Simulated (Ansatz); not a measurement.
# Ba (Im-3m): phonon-mediated transition temperature, part 2 of 2

What Tc do the phonons of Ba (Im-3m) give, and how does it depend on μ*? The cell shown first is a relaxed one, from steps not shown here.

Ansatz 0.2.0; DFT PBE, scalar-relativistic, plane waves, PAW.

So far, log mean phonon energy ħω_log (meV): step 2 (resistivity: q 2×2×2, k 6×6×6, scattering 12×12×12) 4.47.

## Step 3: Coupling and resistivity: q 3×3×3, k 9×9×9, scattering 12×12×12

The next rung changes the q mesh, which sets the reach of the force constants and couplings; the k mesh of the density and its response; the phonon self-energy between the q points, now taken in.

Input file input.yaml:

```yaml
crystal:
  lattice:
    - [-2.5065, 2.5065, 2.5065]
    - [2.5065, -2.5065, 2.5065]
    - [2.5065, 2.5065, -2.5065]
  atoms:
    - { symbol: Ba, position: [0.0, 0.0, 0.0] }
kpoints:
  mp_grid: { grid: [9, 9, 9] }
hamiltonian:
  xc: pbe
scf:
  occupations: { method: methfessel_paxton, width: 0.2 }
output:
  eigenvalues: true
phonons:
  method: dfpt
  qmesh: [3, 3, 3]
  temperatures: { t_max: 1000, t_step: 50 }
  qpath:
    path:
      - [[0.0, 0.0, 0.0], [0.5, -0.5, 0.5], [0.0, 0.0, 0.5], [0.0, 0.0, 0.0], [0.25, 0.25, 0.25], [0.5, -0.5, 0.5]]
      - [[0.25, 0.25, 0.25], [0.0, 0.0, 0.5]]
    npoints: 10
  electrical_resistivity:
    mesh: [12, 12, 12]
    temperatures: [20.0, 50.0, 80.0, 100.0, 150.0, 200.0, 273.0, 300.0, 400.0, 500.0, 600.0, 800.0]
  superconductivity: { mesh: [12, 12, 12] }
```

Launch:

```sh
ansatz run input.yaml --threads 4 --pin off --max-ram 10240MiB --backend cpu --events-out ev --progress --plain --runs-dir out
```

Numbers of over 12 decimals in the logs are rounded to 6 here.

The program printed:

```text
[...]
Crystal: 1 atoms, lattice volume = 62.989 Å³
Basis set: ecut = 420 eV, 1253 PW (Γ), exchange–correlation on 60×60×60 points (8 copies of the dense FFT grid, shifted against one another)
Bands: 9, of which v1, the nominal top of the filled ones, is band 5 counted from 1 (4 counted from 0)
Symmetry: 48 space group operations
k-points: 35 of 729
[...]
SCF iter   1: F=—  HF=-5949.539210 eV  |F-HF|=—  |Δ(HF+E_count)|=         —  Δρ=1.04e-3  dr2=1.08e-3  ethr=1.77e-3  ⟨swp⟩=7.2  Hψ=2953  notcnv=0
[...]
SCF iter   8: F=-5949.539274 eV  HF=-5949.539274 eV  |F-HF|=2.73e-12  |Δ(HF+E_count)|=  6.28e-11  S|Δr|=    0.00e0  Δρ=8.21e-8  dr2=2.11e-12  ethr=1.00e-12  ⟨swp⟩=6.0  Hψ=1365  notcnv=0
SCF 1 converged in 8 iterations: F = -5949.539274 eV  dr2 = 2.11e-12
[...]
NSCF: frozen V_eff on 35 k-points
[...]
SCF iter   1: F=—  HF=-5949.539210 eV  |F-HF|=—  |Δ(HF+E_count)|=         —  Δρ=1.04e-3  dr2=1.08e-3  ethr=1.77e-3  ⟨swp⟩=7.2  Hψ=2953  notcnv=0
[...]
SCF iter   8: F=-5949.539274 eV  HF=-5949.539274 eV  |F-HF|=2.73e-12  |Δ(HF+E_count)|=  6.28e-11  S|Δr|=    0.00e0  Δρ=8.23e-8  dr2=2.13e-12  ethr=1.00e-12  ⟨swp⟩=3.0  Hψ=776  notcnv=0
SCF 2 converged in 8 iterations: F = -5949.539274 eV  dr2 = 2.13e-12
[...]
SCF converged after 8 iterations
[...]
Free energy (F): -5949.539274 eV
[...]
Internal energy: -5949.540265 eV  (E = F + TS)
E sigma→0 (E₀):  -5949.539522 eV
Entropy (-TS):   0.000991 eV (0.991 meV/atom)
Fermi energy:    5.833748 eV
[...]
--- Band table (eV; the first three rows and the last of 35) ---
[...]
ASR residual: 1.916e-5 → 0.000e0 eV/Å²; symmetrization residual: 6.632e-14 eV/Å²
  ASR residual per site (eV/Å²): 1.92e-5
  Γ frequencies (cm⁻¹): 0.00 0.00 0.00
--- Phonons (arbitrary-q DFPT): 4 irreducible q on the 3×3×3 mesh ---
[...]
interpolated dispersion: 62 rows × 3 modes
[...]
--- Electrical resistivity: potentials and phonons of a 3×3×3 supercell ---
[...]
at the Fermi level of each mesh (of a tensor a third of its trace):
[...]
12×12×12                     0.5743              2.7614    0.2142    0.2041           4.873
          6×6×6                     0.5931              2.6801    0.2529    0.2429           4.704
          3×3×3                     1.1370              2.1675    0.5285    0.5680           5.826
  resistivity on the deck's mesh, µΩ·cm:
[...]
20.00     7.1901e-1              no     7.1901e-1     7.1901e-1     7.1901e-1        1.0316e0         7.3818e-1
     50.00      3.9944e0              no      3.9944e0      3.9944e0      3.9944e0        4.6731e0          3.9136e0
     80.00      7.1054e0              no      7.1054e0      7.1054e0      7.1054e0        8.1669e0          6.9368e0
    100.00      9.1073e0              no      9.1073e0      9.1073e0      9.1073e0        1.0438e1          8.8860e0
    150.00      1.4044e1              no      1.4044e1      1.4044e1      1.4044e1        1.6065e1          1.3699e1
    200.00      1.8990e1              no      1.8990e1      1.8990e1      1.8990e1        2.1722e1          1.8523e1
    273.00      2.6329e1              no      2.6329e1      2.6329e1      2.6329e1        3.0159e1          2.5688e1
    300.00      2.9092e1              no      2.9092e1      2.9092e1      2.9092e1        3.3351e1          2.8384e1
    400.00      3.9574e1              no      3.9574e1      3.9574e1      3.9574e1        4.5557e1          3.8609e1
    500.00      5.0436e1              no      5.0436e1      5.0436e1      5.0436e1        5.8358e1          4.9177e1
    600.00      6.1630e1              no      6.1631e1      6.1630e1      6.1630e1        7.1686e1          6.0029e1
    800.00      8.4737e1              no      8.4737e1      8.4737e1      8.4737e1        9.9969e1          8.2270e1
[...]
vibrations of 27 cells: unjudged by the run; compare a larger repeat
[...]
at the force constants' own smearing the fine mesh and the k-points of their solves give squared frequencies that differ by 2.6 % of the larger at the most, at (0, 0.3333, 0.3333)
--- Superconductivity: potentials and phonons of a 3×3×3 supercell ---
           mesh         λ    ħω_log (meV)  μ* declared at (meV)
       12×12×12    0.2142           4.873                5.591
          6×6×6    0.2529           4.704                5.411
          3×3×3    0.5285           5.826                6.414
  λ by the species' shares of the modes' patterns: Ba 0.2142
[...]
0.08      0.002         0.002    none_found    none_found    none_found    none_found     none_found
      0.10      0.000         0.000    none_found    none_found    none_found    none_found     none_found
      0.12      0.000         0.000    none_found    none_found    none_found    none_found     none_found
      0.13      0.000         0.000    none_found    none_found    none_found    none_found     none_found
      0.14      0.000         0.000    none_found    none_found    none_found    none_found     none_found
      0.16      0.000         0.000    none_found    none_found    none_found    none_found     none_found
      0.20          -             -    none_found    none_found    none_found    none_found     none_found
  none_found: no transition down to 0.1 K
[...]
vibrations of 27 cells: unjudged by the run; compare a larger repeat
[...]
```

It took 56 s on 4 threads of Intel Xeon 6975P-C (Granite Rapids), shared host; peak memory 4 GiB; 3.5 min of CPU time.

Numbers from this step:

```yaml
zero_point_energy: 0.009380 eV/cell
highest_frequency_solved_or_plainly_interpolated: 75 cm⁻¹
resistivity_at_300_k: 29.09 μΩ cm
coupling_constant_lambda: 0.2142
density_of_states_at_the_fermi_level: 0.5743 states/eV a spin and cell
log_mean_phonon_energy_omega_log: 4.873 meV
transport_coupling_constant_lambda_tr: 0.2041, 0.2041, 0.2041 (xx, yy, zz)
drude_plasma_energy: 2.761, 2.761, 2.761 eV (xx, yy, zz)
resistivity_times_mean_free_path: 26.17, 26.17, 26.17 × 10⁻¹⁶ Ω m² (xx, yy, zz)
second_moment_phonon_energy_omega: 5.591 meV
coupling_lambda_by_branch: 0.13, 0.047, 0.0372 (branches by rank of frequency)
```

An empty cell: under 1 mK by a formula, or no transition down to the floor of the Eliashberg search. Transition temperatures:

```tsv
μ*	McMillan Tc (K)	Allen–Dynes Tc (K)
0.08	0.00171	0.00173
0.1	-	-
0.12	-	-
0.13	-	-
0.14	-	-
0.16	-	-
0.2	-	-
```

For the log mean phonon energy ħω_log, step 2 gave 4.47 meV; this run, with k-mesh 9×9×9 and q mesh 3×3×3, gives 4.87 meV (+9 %).

## Step 4: Coupling and resistivity: q 4×4×4, k 12×12×12, scattering 16×16×16

The next rung changes the q mesh, which sets the reach of the force constants and couplings; the k mesh of the density and its response; the scattering mesh, which samples the Fermi surface.

input.yaml, the sections that differ from step 3:

```yaml
kpoints:
  mp_grid: { grid: [12, 12, 12] }
phonons:
  method: dfpt
  qmesh: [4, 4, 4]
  temperatures: { t_max: 1000, t_step: 50 }
  qpath:
    path:
      - [[0.0, 0.0, 0.0], [0.5, -0.5, 0.5], [0.0, 0.0, 0.5], [0.0, 0.0, 0.0], [0.25, 0.25, 0.25], [0.5, -0.5, 0.5]]
      - [[0.25, 0.25, 0.25], [0.0, 0.0, 0.5]]
    npoints: 10
  electrical_resistivity:
    mesh: [16, 16, 16]
    temperatures: [20.0, 50.0, 80.0, 100.0, 150.0, 200.0, 273.0, 300.0, 400.0, 500.0, 600.0, 800.0]
  superconductivity: { mesh: [16, 16, 16] }
# crystal, hamiltonian, scf, output: as in step 3
```

The program printed:

```text
[...]
Crystal: 1 atoms, lattice volume = 62.989 Å³
Basis set: ecut = 420 eV, 1253 PW (Γ), exchange–correlation on 60×60×60 points (8 copies of the dense FFT grid, shifted against one another)
Bands: 9, of which v1, the nominal top of the filled ones, is band 5 counted from 1 (4 counted from 0)
Symmetry: 48 space group operations
k-points: 72 of 1728
[...]
SCF iter   1: F=—  HF=-5949.539631 eV  |F-HF|=—  |Δ(HF+E_count)|=         —  Δρ=9.99e-4  dr2=9.52e-4  ethr=1.77e-3  ⟨swp⟩=7.2  Hψ=6064  notcnv=0
[...]
SCF iter   8: F=-5949.539649 eV  HF=-5949.539649 eV  |F-HF|=3.64e-12  |Δ(HF+E_count)|=  1.67e-10  S|Δr|=    0.00e0  Δρ=1.08e-7  dr2=5.32e-12  ethr=1.00e-12  ⟨swp⟩=6.0  Hψ=2811  notcnv=0
SCF 1 converged in 8 iterations: F = -5949.539649 eV  dr2 = 5.32e-12
[...]
SCF iter   1: F=—  HF=-5949.539631 eV  |F-HF|=—  |Δ(HF+E_count)|=         —  Δρ=9.99e-4  dr2=9.52e-4  ethr=1.77e-3  ⟨swp⟩=7.2  Hψ=6064  notcnv=0
[...]
SCF iter   8: F=-5949.539649 eV  HF=-5949.539649 eV  |F-HF|=1.82e-12  |Δ(HF+E_count)|=  1.67e-10  S|Δr|=    0.00e0  Δρ=1.09e-7  dr2=5.34e-12  ethr=1.00e-12  ⟨swp⟩=2.9  Hψ=1539  notcnv=0
SCF 2 converged in 8 iterations: F = -5949.539649 eV  dr2 = 5.34e-12
[...]
SCF converged after 8 iterations
[...]
Free energy (F): -5949.539649 eV
[...]
Internal energy: -5949.540851 eV  (E = F + TS)
E sigma→0 (E₀):  -5949.539949 eV
Entropy (-TS):   0.001202 eV (1.202 meV/atom)
Fermi energy:    5.823469 eV
[...]
--- Band table (eV; the first three rows and the last of 72) ---
[...]
ASR residual: 5.169e-5 → 0.000e0 eV/Å²; symmetrization residual: 5.211e-14 eV/Å²
  ASR residual per site (eV/Å²): 5.17e-5
  Γ frequencies (cm⁻¹): 0.00 0.00 0.00
--- Phonons (arbitrary-q DFPT): 8 irreducible q on the 4×4×4 mesh ---
[...]
interpolated dispersion: 62 rows × 3 modes
[...]
--- Electrical resistivity: potentials and phonons of a 4×4×4 supercell ---
[...]
at the Fermi level of each mesh (of a tensor a third of its trace):
[...]
16×16×16                     0.6014              2.8009    0.2379    0.2188           4.876
          8×8×8                     0.5842              2.5855    0.2245    0.2212           4.592
          4×4×4                     0.4000              2.6825    0.1285    0.1678           4.488
  resistivity on the deck's mesh, µΩ·cm:
[...]
20.00     7.4861e-1              no     7.4861e-1     7.4861e-1     7.4861e-1        1.0560e0         7.9454e-1
     50.00      4.1275e0              no      4.1275e0      4.1275e0      4.1275e0        4.8152e0          4.1780e0
     80.00      7.3323e0              no      7.3323e0      7.3323e0      7.3323e0        8.4102e0          7.3851e0
    100.00      9.3868e0              no      9.3868e0      9.3868e0      9.3868e0        1.0738e1          9.4434e0
    150.00      1.4426e1              no      1.4426e1      1.4426e1      1.4426e1        1.6471e1          1.4491e1
    200.00      1.9429e1              no      1.9429e1      1.9429e1      1.9429e1        2.2173e1          1.9495e1
    273.00      2.6766e1              no      2.6766e1      2.6766e1      2.6766e1        3.0558e1          2.6818e1
    300.00      2.9504e1              no      2.9504e1      2.9504e1      2.9504e1        3.3700e1          2.9545e1
    400.00      3.9804e1              no      3.9804e1      3.9804e1      3.9804e1        4.5605e1          3.9777e1
    500.00      5.0396e1              no      5.0396e1      5.0396e1      5.0396e1        5.8010e1          5.0241e1
    600.00      6.1277e1              no      6.1277e1      6.1277e1      6.1277e1        7.0904e1          6.0931e1
    800.00      8.3703e1              no      8.3703e1      8.3703e1      8.3703e1        9.8298e1          8.2767e1
[...]
vibrations of 64 cells: unjudged by the run; compare a larger repeat
[...]
--- Superconductivity: potentials and phonons of a 4×4×4 supercell ---
           mesh         λ    ħω_log (meV)  μ* declared at (meV)
       16×16×16    0.2379           4.876                5.613
          8×8×8    0.2245           4.592                5.367
          4×4×4    0.1285           4.488                5.257
  λ by the species' shares of the modes' patterns: Ba 0.2379
[...]
0.08      0.007         0.007    none_found    none_found    none_found    none_found     none_found
      0.10      0.001         0.001    none_found    none_found    none_found    none_found     none_found
      0.12      0.000         0.000    none_found    none_found    none_found    none_found     none_found
      0.13      0.000         0.000    none_found    none_found    none_found    none_found     none_found
      0.14      0.000         0.000    none_found    none_found    none_found    none_found     none_found
      0.16      0.000         0.000    none_found    none_found    none_found    none_found     none_found
      0.20      0.000         0.000    none_found    none_found    none_found    none_found     none_found
  none_found: no transition down to 0.1 K
[...]
vibrations of 64 cells: unjudged by the run; compare a larger repeat
[...]
```

Wall time 3.8 min (4 threads); peak memory 9 GiB.

Numbers from this step:

```
zero point energy                                 : 0.009402 eV/cell
highest frequency, solved or plainly interpolated : 75.2 cm⁻¹
Debye temperature (second moment)                 : 99 K
resistivity at 300 K                              : 29.5 μΩ cm
coupling constant λ                               : 0.2379
density of states at the Fermi level              : 0.6014 states/eV a spin and cell
log mean phonon energy ħω_log                     : 4.876 meV
transport coupling constant λ_tr                  : 0.2188, 0.2188, 0.2188 (xx, yy, zz)
Drude plasma energy                               : 2.801, 2.801, 2.801 eV (xx, yy, zz)
resistivity times mean free path                  : 25.32, 25.32, 25.32 × 10⁻¹⁶ Ω m² (xx, yy, zz)
second-moment phonon energy ħω₂                   : 5.613 meV
coupling λ by branch                              : 0.141, 0.0543, 0.0426 (branches by rank of frequency)
```

An empty cell: under 1 mK by a formula, or no transition down to the floor of the Eliashberg search. Transition temperatures:

```tsv
μ*	McMillan Tc (K)	Allen–Dynes Tc (K)
0.08	0.00704	0.00709
0.1	0.00136	0.00137
0.12	-	-
0.13	-	-
0.14	-	-
0.16	-	-
0.2	-	-
```

The Eliashberg function α²F has structure finer than the step of the table below, so its rows give means over 0.5 meV, whole bins alone (the curve runs from 0.036 to 9.3 meV). Peaks (meV: height): α²F 5.00: 0.117, 6.89: 0.187, 8.57: 0.185; α²F tr 4.49: 0.112, 6.89: 0.195, 8.57: 0.214.

Eliashberg function α²F against phonon energy; means over each step:

```tsv
phonon energy (meV)	α²F	α²F tr
0.5	2.1e-4	5.4e-5
1.0	0.00116	4.4e-4
1.5	0.00373	0.00177
2.0	0.00786	0.00428
2.5	0.0144	0.00876
3.0	0.0571	0.0356
3.5	0.0980	0.0748
4.0	0.105	0.0969
4.5	0.114	0.111
5.0	0.105	0.0982
5.5	0.0698	0.0731
6.0	0.0682	0.0748
6.5	0.113	0.124
7.0	0.133	0.138
7.5	0.0846	0.0723
8.0	0.0838	0.0817
8.5	0.132	0.150
9.0	0.0637	0.0712
```

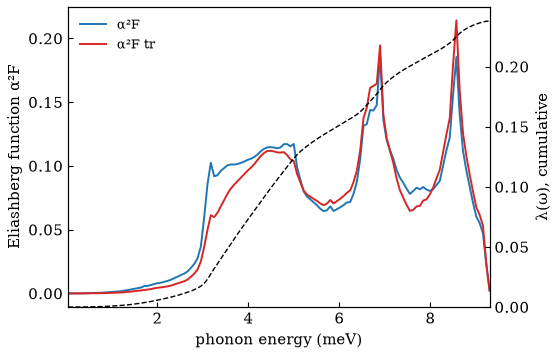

Eliashberg function α²F against phonon energy. The dashed line is the running λ.

## Step 5: Summary of results

```json
{
  "meshes": "q 4×4×4, k 12×12×12, scattering 16×16×16",
  "coupling constant λ": "0.238",
  "log mean phonon energy ħω_log": "4.88 meV",
  "Allen–Dynes Tc at μ* = 0.1": "0.00137 K"
}
```

In words: In the last run (PBE, q 4×4×4, k 12×12×12, scattering 16×16×16), with λ = 0.24 and ħω_log = 4.88 meV, Tc at μ* = 0.13 is under 1 mK by the formulas. Wikipedia's list of superconducting elements holds no transition of Ba at normal pressure, in line with the calculation. In that run Allen and Dynes's formula gives no transition above 0.05 K at μ* = 0.10 or more. By the run's own test λ is not converged in the fine mesh: it moves by 6 % between the two finest, and by up to 19 % in the other runs. The run's transport test calls it not converged in the mesh; ρ(300 K) moves by 16 % in the component that moves most. Over the runs, λ takes the values 0.249, 0.214 and 0.238, in the order shown. μ* is a typed number, phonons are harmonic, and spin fluctuations are left out; with λ this near or under μ*(1 + 0.62 λ), the formulas give Tc only to its order of magnitude, or none.

[Logs are printed without paths, hosts, clocks, repeated set-up lines and the standing remarks that a program may print on its own settings, such as how far it seeks lower states.]

[Hosts, paths, dates, database ids (printed as entryN), source tags and the programs' standing remarks are cut or masked in the printed files.]
